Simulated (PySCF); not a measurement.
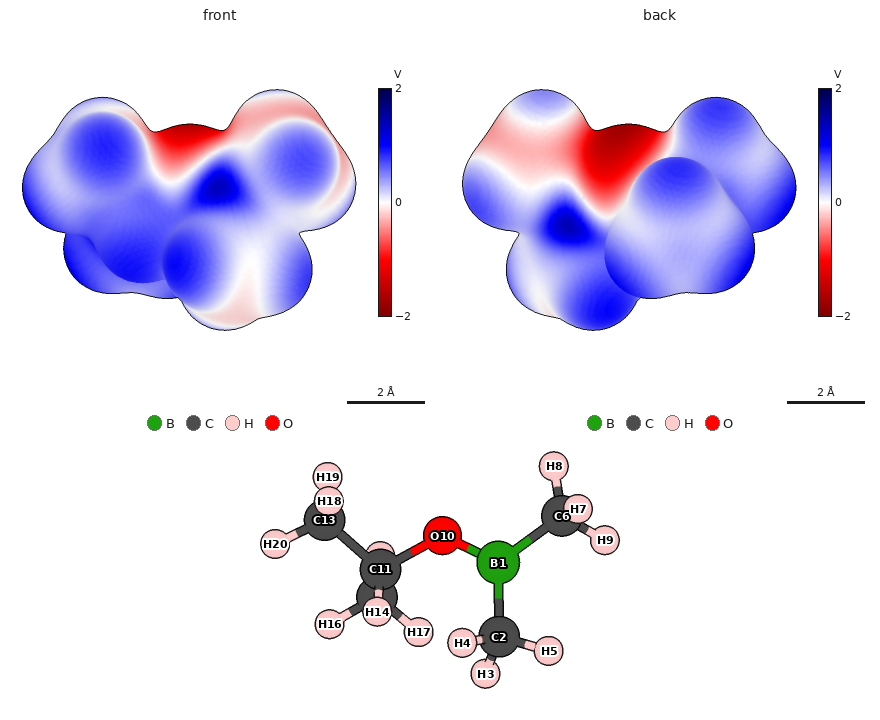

The picture shows: C5H13BO (BMe2(OiPr)). The electrostatic potential painted on the density surface at 0.004 e/bohr³, seen from the front and from behind; the colour scale runs from red (negative) to blue (positive). The bare structure is drawn below in the same view.

Geometry: PBE0-D3(BJ)/def2-SVP.

These are results of PySCF, PBE0/pcSseg-1, SCF density, gas phase, non-relativistic, not measurements.

```yaml
atoms:
  - { symbol: B, position_ang: [0.3537, 1.0527, -0.6732] }
  - { symbol: C, position_ang: [1.8944, 0.6871, -0.6055] }
  - { symbol: H, position_ang: [2.0814, -0.3445, -0.9496] }
  - { symbol: H, position_ang: [2.2719, 0.7375, 0.4306] }
  - { symbol: H, position_ang: [2.5123, 1.3612, -1.2157] }
  - { symbol: C, position_ang: [-0.1699, 2.2842, -1.5035] }
  - { symbol: H, position_ang: [0.2959, 3.2150, -1.1352] }
  - { symbol: H, position_ang: [-1.2625, 2.3989, -1.4665] }
  - { symbol: H, position_ang: [0.1430, 2.1952, -2.5580] }
  - { symbol: O, position_ang: [-0.5867, 0.3253, -0.0158] }
  - { symbol: C, position_ang: [-0.3282, -0.8305, 0.7637] }
  - { symbol: C, position_ang: [-0.5824, -2.0680, -0.0782] }
  - { symbol: C, position_ang: [-1.2138, -0.7692, 1.9932] }
  - { symbol: H, position_ang: [0.7285, -0.8297, 1.0852] }
  - { symbol: H, position_ang: [-1.6307, -2.0917, -0.4134] }
  - { symbol: H, position_ang: [-0.3799, -2.9828, 0.4988] }
  - { symbol: H, position_ang: [0.0621, -2.0748, -0.9698] }
  - { symbol: H, position_ang: [-1.0026, 0.1383, 2.5774] }
  - { symbol: H, position_ang: [-2.2735, -0.7449, 1.6966] }
  - { symbol: H, position_ang: [-1.0506, -1.6453, 2.6384] }
```

Where is the surface potential most negative and most positive?

Answer. The most negative region (about −1.6 V, or −37 kcal/mol for a unit charge) lies over O10, the most positive (about +1.3 V, or +30 kcal/mol for a unit charge) over B1. O10 is the likeliest acceptor of a hydrogen bond.
